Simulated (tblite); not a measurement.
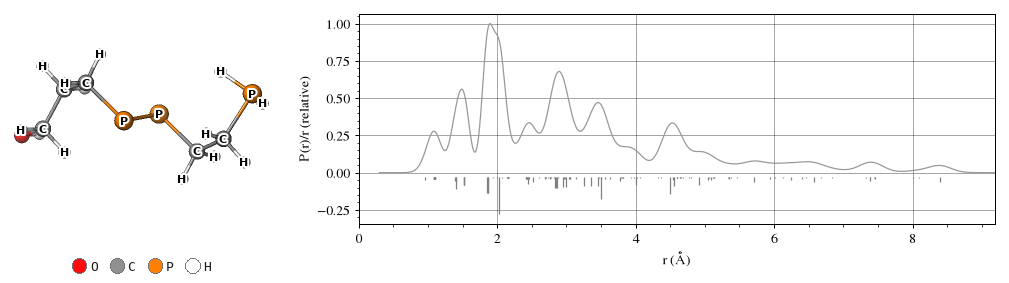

Simulated gas electron diffraction: radial distribution curve of C₅H₁₃OP₃. Each pair of atoms contributes with weight ZᵢZⱼ/r (bars below the curve); damping constant 0.002 Å²; vibrational amplitudes assumed, not computed: 0.05 Å for bonds, 0.078 Å for bonds to H, 0.06 + 0.015 r up to 0.15 Å for other pairs. The geometry is the end point of an optimisation (GFN2-xTB geometry optimisation, gas phase in tblite 0.8.0); it may be a saddle point or a higher isomer.

Q: Read the positions of the first 8 clear peaks and name the main pairs (– for bonds).

A: Peak 1, 1.09 Å: O–H 0.96 Å, C–H 1.09–1.10 Å (×10), not resolved
Peak 2, 1.49 Å: P–H 1.40 Å (×2), O–C 1.40 Å, C–C 1.52–1.53 Å (×3), not resolved
Peak 3, 1.90 Å: P–C 1.86–1.87 Å (×3), C···H 1.94–2.16 Å (×8), P–P 2.03 Å, not resolved
Peak 4, 2.46 Å: P···H 2.42–2.46 Å (×6), C···H 2.43–2.60 Å (×3), O···C 2.45 Å, C···C 2.52 Å, not resolved
Peak 5, 2.89 Å: P···H 2.69–3.13 Å (×9), P···C 2.84–3.00 Å (×5), not resolved
Peak 6, 3.46 Å: P···C 3.26–3.46 Å (×3), P···H 3.49–3.63 Å (×3), P···P 3.50 Å, not resolved; in its flanks P···H 3.79–3.97 Å, P···C 4.01 Å
Peak 7, 4.53 Å: P···H 4.32–4.80 Å (×5), P···P 4.50 Å, P···O 4.55 Å, not resolved; in its flanks P···O 4.91 Å, C···C 5.04–5.35 Å
Peak 8, 5.72 Å: C···H 5.46–5.95 Å (×8), P···C 5.70 Å, C···C 5.94 Å, not resolved
